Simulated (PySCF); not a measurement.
Breaking a bond: SMILES C(Cl)=C (C₂H₃Cl). The C2–Cl6 bond (C2 also carries C, H; Cl6 carries nothing else) is pulled apart rigidly from the PBE0/def2-TZVP optimised geometry.

Methods: UKS-B3LYP = unrestricted B3LYP/def2-TZVP run with PySCF 2.14.0; RKS-PBE0 = restricted PBE0/def2-TZVP (PySCF); UHF/def2-TZVP (PySCF).

Magnitude of the dipole moment (D; its direction can reverse along the curve, and a method can change to another solution) and Mulliken charge of the fragment that holds C2:

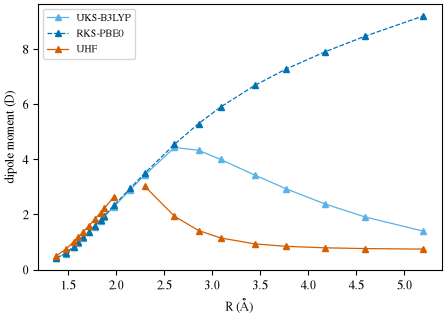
Figure: Dipole moment against bond length.

```tsv
R / Å	μ UKS-B3LYP	q UKS-B3LYP	μ RKS-PBE0	q RKS-PBE0	μ UHF	q UHF
1.38	0.42	0.03	0.43	0.01	0.50	0.00
1.48	0.57	0.04	0.60	0.03	0.74	0.02
1.56	0.81	0.06	0.84	0.04	1.01	0.04
1.61	0.97	0.07	1.00	0.06	1.19	0.06
1.66	1.14	0.08	1.17	0.07	1.37	0.08
1.72	1.35	0.09	1.38	0.09	1.60	0.10
1.78	1.56	0.11	1.60	0.11	1.83	0.13
1.84	1.78	0.13	1.81	0.13	2.06	0.16
1.88	1.92	0.14	1.96	0.14	2.23	0.18
1.98	2.29	0.17	2.33	0.17	2.65	0.22
2.15	2.90	0.21	2.95	0.22	—	—
2.30	3.43	0.24	3.50	0.25	3.02	0.21
2.61	4.43	0.27	4.55	0.28	1.94	0.09
2.86	4.33	0.24	5.30	0.30	1.42	0.04
3.09	4.00	0.19	5.90	0.31	1.15	0.02
3.45	3.42	0.14	6.69	0.32	0.93	0.01
3.77	2.93	0.10	7.27	0.32	0.85	0.00
4.18	2.38	0.07	7.91	0.32	0.79	0.00
4.59	1.92	0.04	8.46	0.32	0.76	0.00
5.20	1.40	0.02	9.20	0.31	0.74	0.00
```

A dash means that the run gave no value there, or that the column was ended at a point which the program doubted or which failed a test of continuity chosen for this set; such a test can also cut sound points.

The unrestricted determinant behind UKS-B3LYP is spin-contaminated at 2.86 to 5.20 Å (<S²> up to 1.0, against 0.00 for a pure singlet). At the longest distance RKS-PBE0 leaves fractional charges on the fragments, a sign of delocalisation error or of the restricted form. The restricted form behind RKS-PBE0 keeps the bonding electrons paired and can't separate into open-shell fragments. The unrestricted solution behind UHF changes between 2.30 and 2.61 Å, which can leave a kink. The unrestricted determinant behind UHF is spin-contaminated at 1.38, 2.15 to 5.20 Å (<S²> up to 1.2, against 0.00 for a pure singlet).
